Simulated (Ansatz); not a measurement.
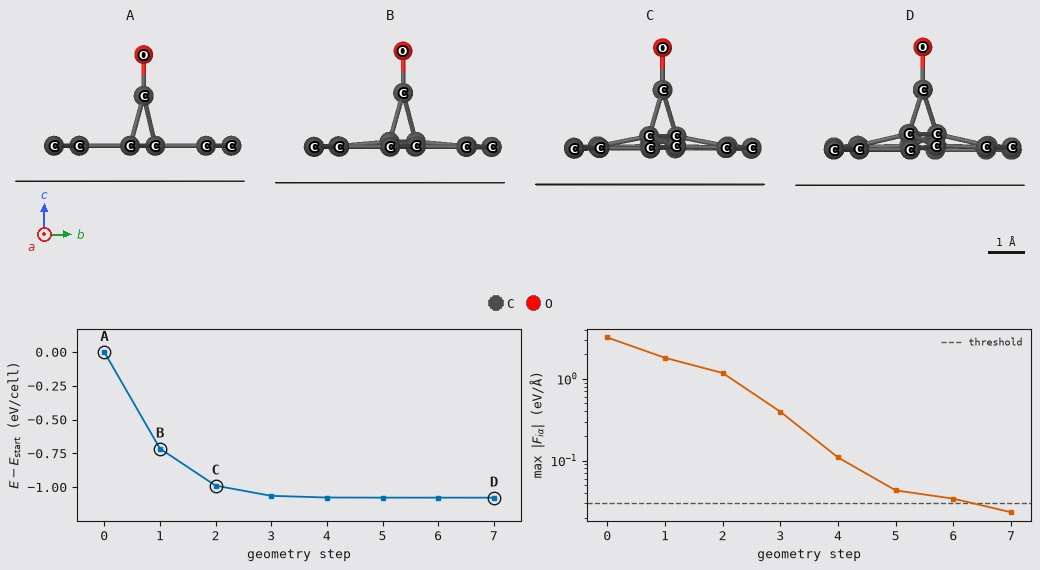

Frames of a relaxation of a slab of composition C19O, marked on the history of the run. A ball-and-stick model of the cell of the calculation, outlined in the plane, without the vacuum (origin shifted), seen along the a axis.

It is CO on graphene monolayer, set down by a guess. The run prepares an end point of a later path (molecule hop) calculation, from a guessed geometry.

Level of theory: DFT PBE-D3(BJ), scalar-relativistic, plane waves, PAW (Ansatz). (plane-wave cutoff 420 eV; k-point mesh 2 × 2 × 1; occupations gaussian; smearing width 0.02 eV; no spin polarisation; atoms relaxed in a fixed cell; force threshold 0.03 eV/Å; at most 60 steps)

Describe the path.

The energy falls by 1.078 eV per cell of the calculation in 7 geometry steps. The largest force component goes from 3.2 to 0.023 eV/Å. The largest move relative to the layer's centre is that of a C atom, 0.34 Å at 14° to the normal (+c side). By element the largest moves are C 0.34 Å, O 0.22 Å. The cell stays as it was. Near-neighbour distances that change, for instance: C–C 1.424 → 1.588 Å, C–C 1.582 → 1.479 Å, C–C 1.561 → 1.476 Å, C–C 1.424 → 1.465 Å. Among the angles between lasting bonds that change: C–C–C 101.2° → 115.4°, C–C–C 101.9° → 115.2°, C–C–C 104.3° → 115.4°. Cost: 29 s on 1 thread of AMD EPYC 9R14 (Zen 4), on a shared host, peak memory 0.68 GiB. From step 0 to 1: C atoms move most (0.12 Å), energy −0.714 eV per cell of the calculation. From step 1 to 2: a C atom moves most (0.16 Å), energy −0.274 eV per cell of the calculation. From step 2 to 7: C atoms move most (0.07 Å), energy −89.0 meV per cell of the calculation.

```
step  E − E(0), meV/atom  largest force component, eV/Å
   0                0.00                         3.2014
   1              -35.72                         1.8052
   2              -49.43                         1.1783
   3              -53.20                         0.3955
   4              -53.82                         0.1091
   5              -53.87                         0.0432
   6              -53.87                         0.0342
   7              -53.88                         0.0233
```

Limits of the set-up: the periodic images lie only 7.4 Å apart, so the values are limited by the cell's size.
